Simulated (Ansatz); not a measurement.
The cell below is Si3N4 (P6_3/m). Origin of the cell: coordinates from a relaxation with DFT, PAW plane waves, pbe in Ansatz 0.2.0.

```yaml
crystal:
  lattice:
    - [7.66324, 0.00000, 0.00000]
    - [-3.83162, 6.63656, 0.00000]
    - [0.00000, 0.00000, 2.92665]
  atoms:
    - { symbol: Si, position: [0.76887, 0.17497, 0.75000] }
    - { symbol: Si, position: [0.59390, 0.76887, 0.25000] }
    - { symbol: Si, position: [0.82503, 0.59390, 0.75000] }
    - { symbol: Si, position: [0.23113, 0.82503, 0.25000] }
    - { symbol: Si, position: [0.40610, 0.23113, 0.75000] }
    - { symbol: Si, position: [0.17497, 0.40610, 0.25000] }
    - { symbol: N, position: [0.03083, 0.32999, 0.75000] }
    - { symbol: N, position: [0.70084, 0.03083, 0.25000] }
    - { symbol: N, position: [0.67001, 0.70084, 0.75000] }
    - { symbol: N, position: [0.96917, 0.67001, 0.25000] }
    - { symbol: N, position: [0.29916, 0.96917, 0.75000] }
    - { symbol: N, position: [0.32999, 0.29916, 0.25000] }
    - { symbol: N, position: [0.66667, 0.33333, 0.75000] }
    - { symbol: N, position: [0.33333, 0.66667, 0.25000] }
```

The atoms' radii are Shannon crystal radii (six-coordinate where tabulated): Si 0.54 Å, N 1.32 Å.

> Find the largest hole by geometry, and further ones that a grid search gives (radius above 0.15 Å; smaller ones may be missed, and maxima closer than 0.25 Å are merged).

```tsv
hole	site	x, y, z	radius (Å)	nearest atoms	shape
V1	2b	0.000, 0.000, 0.000	1.21	6 N	distorted octahedral
V2	6h	0.133, 0.632, 0.750	0.72	5 N (then 1 N)	square pyramidal
V3	6h	0.428, 0.940, 0.250	0.52	4 N (then 1 Si)	tetrahedral
```

Nearest atoms are those whose sphere lies within 0.15 Å of the hole's sphere; in brackets, those within 0.5 Å. The largest sphere that fits anywhere has a diameter of 2.42 Å; the largest that can travel through the crystal, about 2.2 Å.

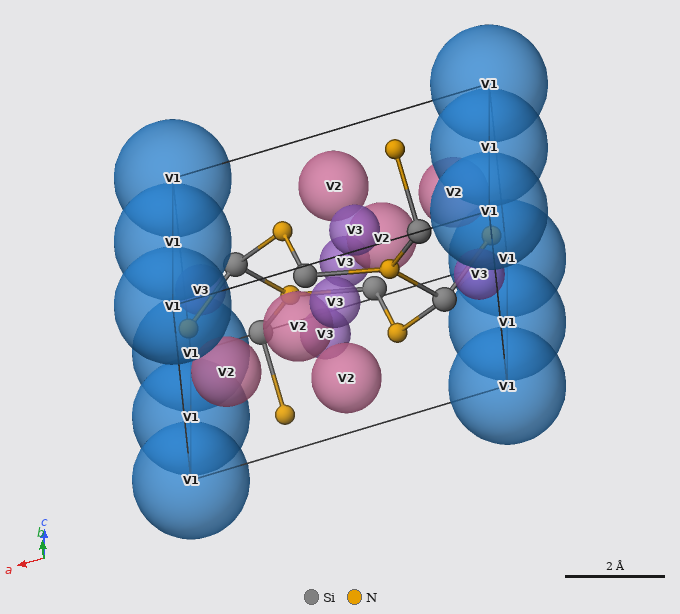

Translucent spheres (V1, V2, V3) fill the 3 holes listed first by a grid search for holes with a radius above 0.15 Å (the largest is sure; smaller ones may be missed, and maxima closer than 0.25 Å are merged) at their true size; atoms are drawn smaller than their model radii. View from a free direction.
